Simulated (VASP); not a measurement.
Band structure of AuZn (CsCl type). Computed with PBE GGA with spin-orbit coupling, VASP's PBE PAW potentials (set 64) (plane waves; VASP).

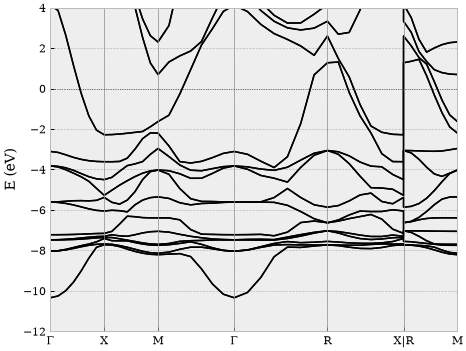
Bands along high-symmetry lines, zero at the valence-band maximum or, without a gap, the Fermi level

Problem. Read the plot: is there a gap, and where are the band edges?

Solution. It has no gap at this level: it comes out as a metal or semimetal.

The compound is AuZn in the CsCl type structure. It was relaxed first.
